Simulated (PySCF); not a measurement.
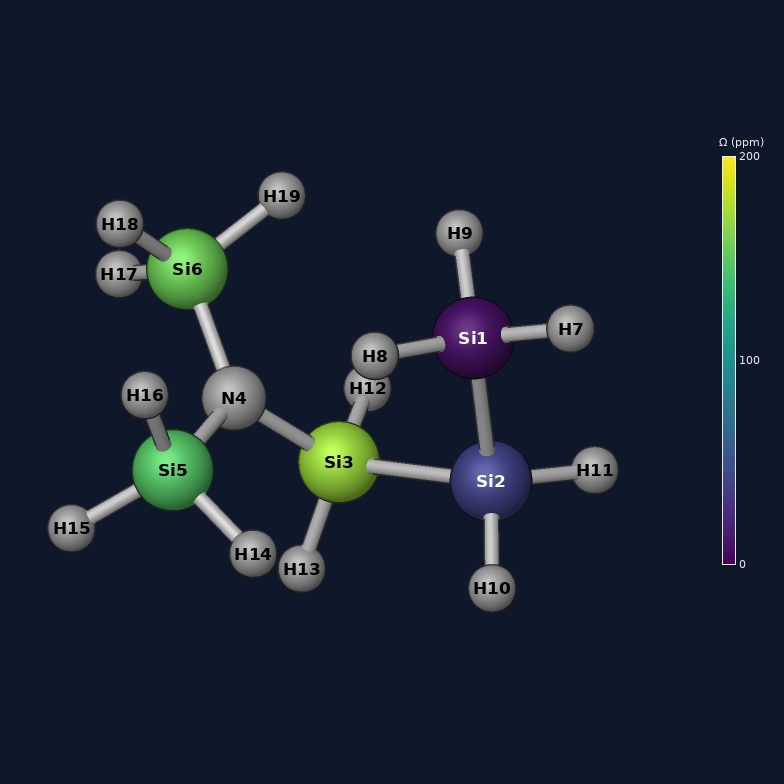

The Si atoms are coloured by the span of their shielding tensor. The computed structure is the end point of a PBE0-D3(BJ)/def2-SVP optimisation. No frequency run is at hand to confirm it as a minimum. Level of theory: GIAO LDA/pcSseg-1 NMR shielding, non-relativistic, gas phase (PySCF 2.14.0). Principal shieldings σ11 ≤ σ22 ≤ σ33, span Ω = σ33 − σ11, skew κ = 3(σiso − σ22)/Ω.

Give the shielding tensors of the Si atoms.

| atom | σ11 | σ22 | σ33 | σiso | Ω | κ |
| --- | --- | --- | --- | --- | --- | --- |
| Si1 | 436.3 | 437.1 | 445.8 | 439.7 | 9.6 | 0.83 |
| Si2 | 421.8 | 442.0 | 461.8 | 441.9 | 40.0 | −0.01 |
| Si3 | 275.3 | 327.7 | 445.3 | 349.4 | 169.9 | 0.38 |
| Si5 | 300.8 | 328.6 | 447.7 | 359.1 | 147.0 | 0.62 |
| Si6 | 297.3 | 316.5 | 452.9 | 355.6 | 155.6 | 0.75 |

Shieldings and span in ppm.
